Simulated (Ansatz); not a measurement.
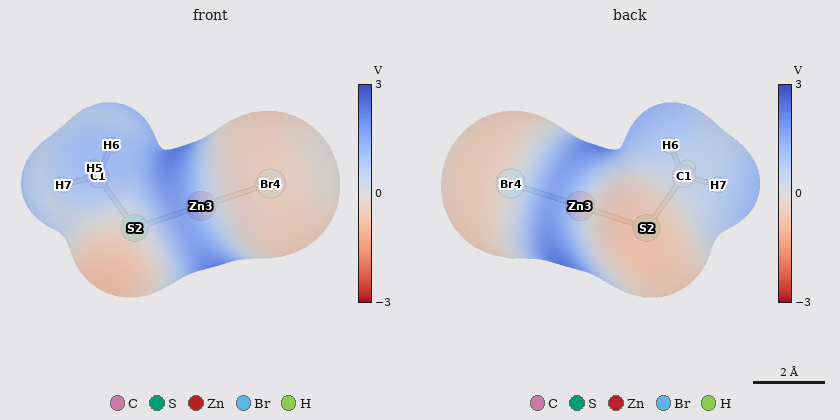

Figure 1: CH$_{3}$BrSZn (SMILES C[S][Zn][Br]). The electrostatic potential painted on the density surface at 0.002 e/bohr³, seen from the front and from behind; the colour scale runs from red (negative) to blue (positive).

Geometry: PBE0-D4/def2-TZVP.

Level of theory: RKS PBE0-D4/def2-TZVPP (Ansatz 0.2.0).

```xyz
7

C    -0.9992   -0.3114    0.6246
S     0.5659   -1.1881    0.2907
Zn    1.6422    0.2484   -0.9021
Br    2.7713    1.7301   -2.1414
H    -0.8367    0.6036    1.1918
H    -1.5433   -0.0916   -0.2925
H    -1.6002   -0.9911    1.2289
```

Question: Where is the surface potential most negative and most positive?

Answer: The most negative region (about −0.8 V) lies over S2, the most positive (about +2.2 V) over Zn3.
